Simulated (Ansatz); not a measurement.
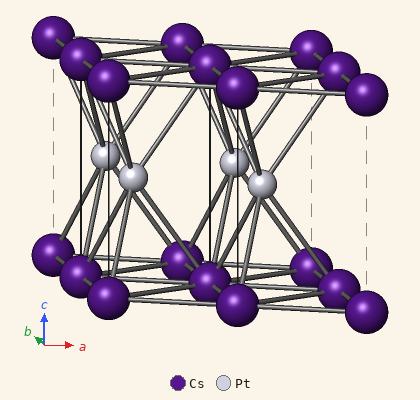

CsPt, space group P-6m2 (No. 187), a = 3.439 Å, b = 3.439 Å, c = 5.579 Å, α = 90.00°, β = 90.00°, γ = 120.00°. Origin: the geometry relaxed with DFT PBE, scalar-relativistic, plane waves, PAW in Ansatz; the starting structure was generated, so it need not be a known form of this composition. Forms under 0.4 % of the area are left out. Forms are taken in the Laue class: a face and its opposite count as one form.

What shape follows from the Bravais–Friedel–Donnay–Harker rule?

Answer. The forms computed, by share of the surface:

```
 form  faces  d (Å)  share of area (%)
{100}      6  2.978               51.6
{001}      2  5.579               48.4
```

Widths along a, b and c stand as 1.00 : 1.00 : 0.46.

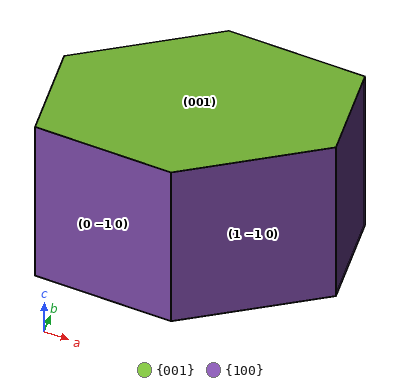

The computed shape, faces indexed. The rule is geometric and ignores bonding and growth conditions.
